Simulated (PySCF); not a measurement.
# Pb3 (Pb3): the cost of one run

The runs use PySCF 2.14.0; r2SCAN, Pb def2-SVP with ECP60; scalar-relativistic core potentials, no spin–orbit coupling.

1 further run of the same task is left out (for a known fault of the program).

### 1 Starting geometry

3 atoms, charge 0, spin multiplicity 3.

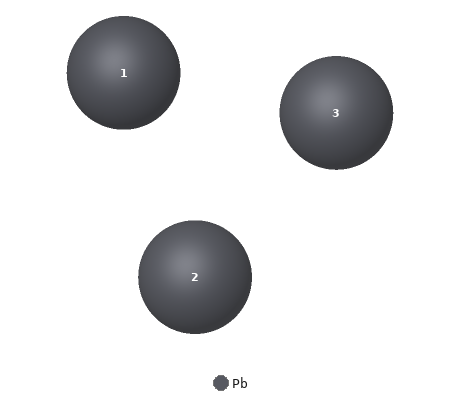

The geometry (lead dark grey); atoms are numbered from 1 in the order of the file.

Coordinates:

```xyz
3
Pb3
Pb    1.7337    0.0000    0.0000
Pb   -0.8668    1.5015    0.0000
Pb   -0.8669   -1.5014    0.0000
```

An earlier session relaxed this geometry at r2SCAN, Pb def2-SVP with ECP60 (triplet, point group D3h).

Its energy there is -578.942921 Eh.

### 2 Atoms moved at random, σ = 0.03 Å

run.py (the lines that set the calculation)

```python
mol = gto.M(atom='''
Pb     1.71150     0.00653    -0.03467
Pb    -0.83722     1.51270     0.02044
Pb    -0.87428    -1.51923     0.01423''',
    basis={'Pb': 'def2-SVP'},
    ecp={'Pb': 'def2-SVP'},
    charge=0, spin=2)
mf = dft.UKS(mol, xc='R2SCAN')
mf.grids.atom_grid = (50, 194)
mf = mf.density_fit()  # fitting sets: Pb def2-universal-JKFIT
mf.conv_tol = 1e-08; mf.max_cycle = 55
mf.kernel(dm0)  # dm0: the density of the relaxed state
```

The run is started by

```bash
OMP_NUM_THREADS=2 python run.py
```

**Question.** How long does this run take on 2 threads of Intel Xeon at 2.50GHz (Skylake/Cascade Lake), shared host?

About 11 s.
